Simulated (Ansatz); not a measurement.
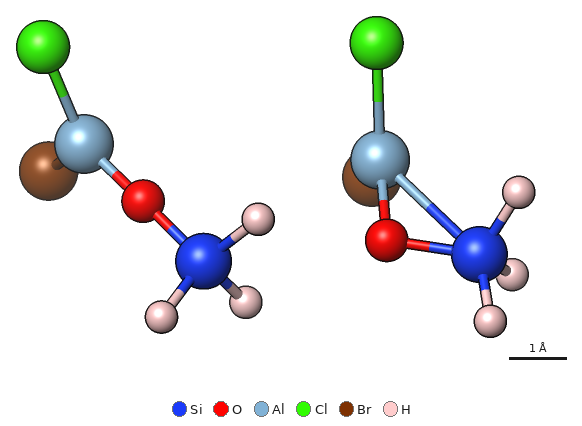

Two geometries of AlSiH3OBrCl (coarse preliminary run), drawn at one scale. One is the start of a relaxation, the other its converged end. A ball-and-stick model, seen from a free direction.

Theory: RKS PBE-D4/def2-SVP (Ansatz 0.2.0). (force threshold 0.03 eV/Å; at most 200 steps)

Which of the two is the end point?

Answer. The left one is the relaxed one. The start comes from a force field. The atom that moves furthest after the best rigid fit is the O atom (1.20 Å). By element the largest moves are O 1.20 Å, H 0.81 Å, Cl 0.77 Å, Br 0.59 Å, Al 0.35 Å, Si 0.30 Å. Some distances before and after: Al–Si 2.782 → 3.354 Å, Al–Cl 2.246 → 2.096 Å, Al–O 1.837 → 1.690 Å, Al–Br 2.368 → 2.246 Å. Bond angles that change, for instance: Si–O–Al 104.4° → 174.5°, O–Si–H 114.2° → 109.7°, H–Si–H 105.4° → 109.1°. The energy falls by 20.2 kcal/mol in 9 accepted moves (10 points after the start). Largest force component: 2.3 eV/Å at the start, 0.019 eV/Å at the end. The line search rejected the trial step at point 9 of the run.
